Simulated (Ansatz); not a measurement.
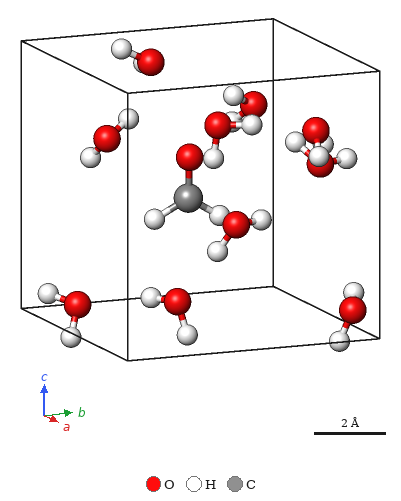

Starting frame of a dynamics run of a periodic cell with 10 H2O + 1 H2CO at 0.744 g/cm³. The picture is a ball-and-stick view of the simulation cell, seen slightly off an axis.

These are results of Ansatz 0.2.0, DFT PBE-D3(BJ), scalar-relativistic, plane waves, PAW, not measurements.

The input:
```yaml
crystal:
  lattice:
    - [7.771118, 0.0, 0.0]
    - [0.0, 7.771118, 0.0]
    - [0.0, 0.0, 7.771118]
  atoms:
    - { symbol: O, position: [0.94351586, 0.911407, 0.09969513] }
    - { symbol: H, position: [0.83584044, 0.96049071, 0.14038368] }
    - { symbol: H, position: [0.91824809, 0.86920465, -0.01812223] }
    - { symbol: O, position: [0.37413471, 0.75834143, 0.76831614] }
    - { symbol: H, position: [0.28670619, 0.70928271, 0.69152794] }
    - { symbol: H, position: [0.42601441, 0.656876, 0.82136634] }
    - { symbol: O, position: [0.69092937, 0.55576969, 0.39873169] }
    - { symbol: H, position: [0.64690762, 0.67325129, 0.39867649] }
    - { symbol: H, position: [0.64298061, 0.50167986, 0.29389123] }
    - { symbol: O, position: [0.16350799, 0.43927332, 0.91227233] }
    - { symbol: H, position: [0.04313795, 0.46185695, 0.88504866] }
    - { symbol: H, position: [0.16125485, 0.32410402, 0.97111415] }
    - { symbol: O, position: [0.61320273, 0.92234891, 0.58062911] }
    - { symbol: H, position: [0.57651623, 1.04227376, 0.58338041] }
    - { symbol: H, position: [0.52207348, 0.86194719, 0.64964527] }
    - { symbol: O, position: [0.57167143, 0.37287666, 0.1029977] }
    - { symbol: H, position: [0.4604243, 0.31479434, 0.10108981] }
    - { symbol: H, position: [0.59923919, 0.39998307, -0.01786278] }
    - { symbol: O, position: [0.67678738, 0.48951789, 0.77318887] }
    - { symbol: H, position: [0.75028907, 0.59268311, 0.78089842] }
    - { symbol: H, position: [0.66365171, 0.47726291, 0.64774148] }
    - { symbol: O, position: [0.3192087, 0.19971083, 0.67701296] }
    - { symbol: H, position: [0.27267994, 0.30490626, 0.73336846] }
    - { symbol: H, position: [0.23236686, 0.17112578, 0.59178132] }
    - { symbol: O, position: [0.87675272, 0.79343323, 0.76701559] }
    - { symbol: H, position: [0.79230911, 0.85805515, 0.69417146] }
    - { symbol: H, position: [0.97330702, 0.76473497, 0.69166259] }
    - { symbol: O, position: [0.22581089, 0.12225842, 0.04475461] }
    - { symbol: H, position: [0.26813481, 0.07811664, -0.06512345] }
    - { symbol: H, position: [0.12562214, 0.04826099, 0.07269142] }
    - { symbol: O, position: [0.12364909, 0.6099821, 0.53554782] }
    - { symbol: C, position: [0.10270276, 0.61374129, 0.3785326] }
    - { symbol: H, position: [0.10850821, 0.73505316, 0.30473863] }
    - { symbol: H, position: [0.07198821, 0.49237712, 0.30362626] }
basis:
  ecutwfc: 420.0
kpoints:
  mp_grid: { grid: [1, 1, 1] }
hamiltonian:
  xc: pbe
  dispersion: d3bj
scf:
  occupations: { method: fermi_dirac, width: 0.05 }
  lower_state_search: "off"
md:
  timestep: 0.75
  n_steps: 300
  ensemble: nvt_langevin
  temperature: 700.0
  initial_velocities: maxwell_boltzmann
  seed: 682447
  friction: 0.02
  masses: [{ species: H, mass: 2.014 }]
```

Command:
```bash
ansatz run input.yaml --threads 1 --pin off --max-ram 3072MiB --backend cpu --events-out ev --progress --plain --runs-dir out
```

Q: What does the trajectory do?

A: The mean temperature in the second half is 667 K (standard deviation 72 K). The potential energy in the second half lies on average 94.7 meV per atom above the first frame. Root-mean-square distances from the starting positions over the second half, with the common drift of all atoms taken out: H 1.01 Å, O 0.78 Å, C 0.62 Å. The heavy atoms stay within a fraction of a molecule's size of their starting places; so short a run doesn't tell a liquid from a solid.

Along the run (each row but the first and the last is the mean over the interval that it begins):

```json
{"time (fs)": "0.0", "potential energy (meV/atom)": "0.0", "T (K)": "679"}
{"time (fs)": "27.8", "potential energy (meV/atom)": "57.6", "T (K)": "548"}
{"time (fs)": "55.5", "potential energy (meV/atom)": "56.3", "T (K)": "604"}
{"time (fs)": "83.2", "potential energy (meV/atom)": "63.7", "T (K)": "663"}
{"time (fs)": "111.0", "potential energy (meV/atom)": "90.3", "T (K)": "713"}
{"time (fs)": "138.8", "potential energy (meV/atom)": "92.4", "T (K)": "669"}
{"time (fs)": "166.5", "potential energy (meV/atom)": "101.9", "T (K)": "595"}
{"time (fs)": "194.2", "potential energy (meV/atom)": "94.2", "T (K)": "683"}
{"time (fs)": "222.0", "potential energy (meV/atom)": "97.7", "T (K)": "665"}
```

The paths of the atoms:

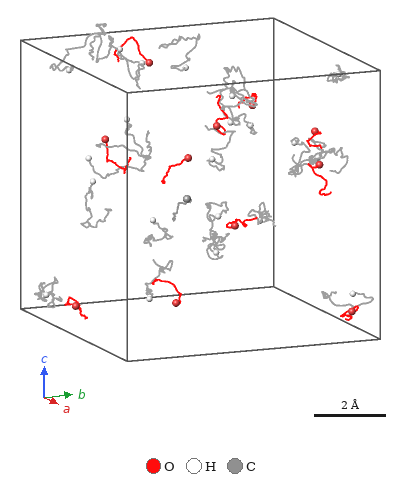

Limits of the set-up: masses were changed (H 2.014 u), which shifts the vibrations; the periodic images lie only 7.8 Å apart, so the values are limited by the cell's size.
